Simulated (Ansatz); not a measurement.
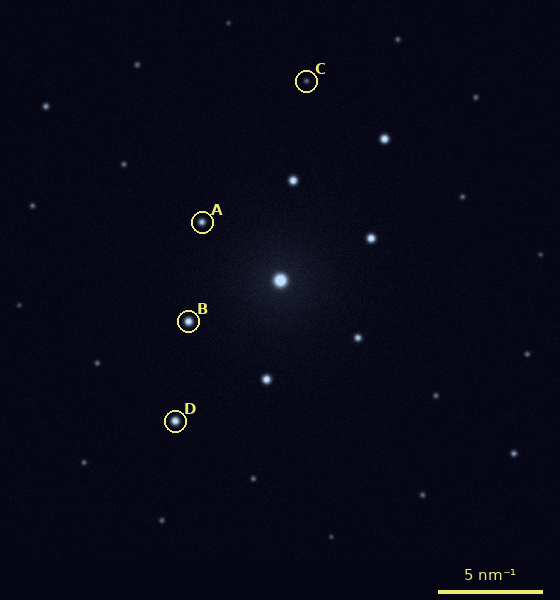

The pattern is a kinematic simulation for 80 kV electrons (no multiple scattering; isotropic B = 0.3 Å²). The zone axis points towards the electron source and the pattern is seen from the source side.

C, space group P6_3/mmc (No. 194), a = 2.47 Å, c = 8.24 Å (hexagonal axes). Structure: coordinates from a relaxation at fixed volume with DFT PBE, spin-orbit coupling, plane waves, PAW in Ansatz.

```
C
1.0
     2.46600    0.00000    0.00000
    -1.23300    2.13562    0.00000
     0.00000    0.00000    8.24190
C
4
Direct
  0.00000 0.00000 0.25000
  0.00000 0.00000 0.75000
  0.33333 0.66667 0.25000
  0.66667 0.33333 0.75000
```

Spot A is indexed 0 -1 0 and spot B 1 -1 -1.

Question: Index the other marked spots.

Answer: C = 2A − 2B = -2 0 2 (d = 1.034 Å). D = −A + 2B = 2 -1 -2 (d = 1.181 Å).

Question: Give [uvw].

Answer: The cross product of A and B is parallel to [101]; every spot obeys hu + kv + lw = 0.

Question: What are the spacings of A and B and the angle between them?

Answer: d(A) = 2.136 Å, d(B) = 2.067 Å, and the angle is 61.1°.
